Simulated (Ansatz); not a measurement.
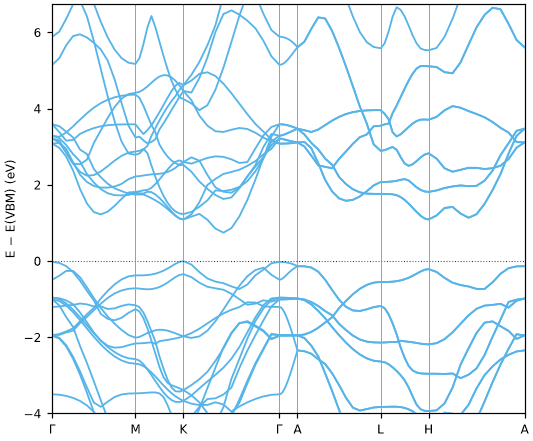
*Band structure from LDA (plane waves, PAW; program Ansatz)*

Task: Read off the gap and where the band edges lie.

Result: About 0.7 eV (0.74 eV by a search for the band edges); maximum at K, minimum on the K–Γ line, 42 % of the way from K.

The material is Te2W in space group P6_3/mmc (No. 194; Te on 4f, W on 2c).

The workflow started from a Materials Project entry (that database holds measured and hypothetical structures alike); the Crystallography Open Database copy checked does not list it. COD files the formula under space group No. 31, so this cell is another polymorph or a model. Its standing as an ambient phase is unchecked. The LDA relaxation kept the symmetry of its start; its stability against distortions is not shown here. No spin polarisation was allowed. A crystal of weakly bound layers computed without a dispersion correction: the cell and the soft elastic constants depend strongly on that. Scalar-relativistic: spin–orbit coupling is off unless named, which matters more the heavier the elements.

Potentials: the later of the program's two PAW sets.
